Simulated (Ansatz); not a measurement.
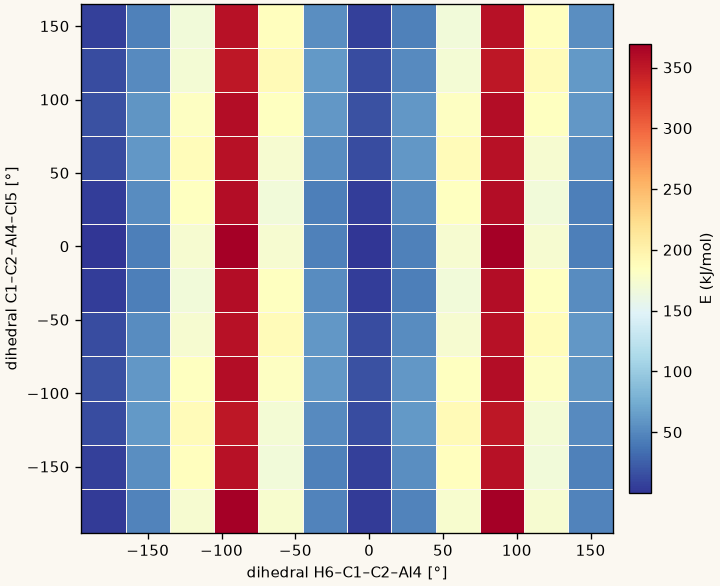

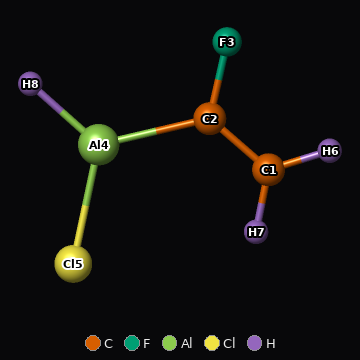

Energy landscape of C₂H₃AlClF, SMILES C=[C](F)[AlH][Cl]. Coordinates scanned: (1) dihedral H6–C1–C2–Al4; (2) dihedral C1–C2–Al4–Cl5. Nothing is relaxed (all other coordinates rigid). The scan uses a 12 × 12 grid; 76 points were computed and 68 follow by symmetry. Points are written as (first, second). Energies are in kJ/mol, from the relaxed molecule at the same level. Energies and slopes of some neighbouring points disagree (a jump in structure or state, or too coarse a mesh). The dihedral twists a double bond; near 90° a spin-restricted reference is unreliable. The calculation used Ansatz 0.2.0, RKS CAM-B3LYP-D4/def2-SVP.

The picture shows one coloured cell a grid point. The second picture is the structure at the lowest point.

**Where are the lowest and the highest points?**

The lowest grid point is at (−180°, 0°), 0 kJ/mol from the relaxed molecule at the same level. Other grid points that lie below all their neighbours: (0°, 0°) (0.23 kJ/mol higher); (−180°, −180°) (3.3 kJ/mol higher); (0°, −180°) (3.5 kJ/mol higher). The highest grid point, (−90°, 0°), lies 370 kJ/mol above the lowest.

Grid values (kJ/mol):

| dihedral C1–C2–Al4–Cl5 ↓, dihedral H6–C1–C2–Al4 → | −180 | −150 | −120 | −90 | −60 | −30 | 0 | 30 | 60 | 90 | 120 | 150 |
| --- | --- | --- | --- | --- | --- | --- | --- | --- | --- | --- | --- | --- |
| 150 | 6 | 46 | 168 | 355 | 185 | 54 | 7 | 46 | 168 | 356 | 185 | 54 |
| 120 | 13 | 52 | 171 | 351 | 191 | 61 | 13 | 52 | 172 | 351 | 190 | 61 |
| 90 | 17 | 59 | 182 | 359 | 185 | 60 | 17 | 59 | 182 | 359 | 184 | 60 |
| 60 | 13 | 60 | 189 | 356 | 174 | 52 | 14 | 61 | 189 | 356 | 174 | 52 |
| 30 | 5 | 53 | 184 | 359 | 169 | 44 | 5 | 53 | 184 | 358 | 168 | 44 |
| 0 | 0 | 45 | 173 | 370 | 174 | 45 | 0 | 45 | 174 | 369 | 173 | 45 |
| −30 | 5 | 44 | 168 | 358 | 184 | 53 | 5 | 44 | 169 | 359 | 184 | 53 |
| −60 | 13 | 52 | 174 | 356 | 189 | 61 | 14 | 52 | 174 | 356 | 189 | 60 |
| −90 | 17 | 60 | 184 | 359 | 182 | 59 | 17 | 60 | 185 | 359 | 182 | 59 |
| −120 | 13 | 61 | 190 | 351 | 172 | 52 | 13 | 61 | 191 | 351 | 171 | 52 |
| −150 | 6 | 54 | 185 | 356 | 168 | 46 | 7 | 54 | 185 | 355 | 168 | 46 |
| −180 | 3 | 47 | 174 | 369 | 175 | 47 | 3 | 47 | 175 | 369 | 174 | 47 |

The input of one point:

```yaml
crystal:
  periodic: [false, false, false]
  atoms:
    - { symbol: C, position_ang: [-0.269528, 0.467323, 1.317553] }
    - { symbol: C, position_ang: [0.549095, -0.053776, 0.404042] }
    - { symbol: F, position_ang: [1.82254, -0.343046, 0.766916] }
    - { symbol: Al, position_ang: [0.07406, -0.447086, -1.445607] }
    - { symbol: Cl, position_ang: [-1.902959, 0.009639, -1.981976] }
    - { symbol: H, position_ang: [0.068909, 0.661205, 2.340021] }
    - { symbol: H, position_ang: [-1.299518, 0.708765, 1.049747] }
    - { symbol: H, position_ang: [1.049608, -1.060104, -2.506702] }
basis:
  gaussian: { orbitals: def2-SVP }
hamiltonian:
  xc: { name: CAM-B3LYP }
  dispersion: d4
output:
  forces: true
```

Each point was launched as `ansatz run input.yaml --threads 1 --pin off --max-ram 2560MiB --backend cpu --events-out ev --progress --plain --runs-dir out`. Time for the 76 points that were run: 7.3 min on 1 thread of Arm Neoverse V1 (shared host).
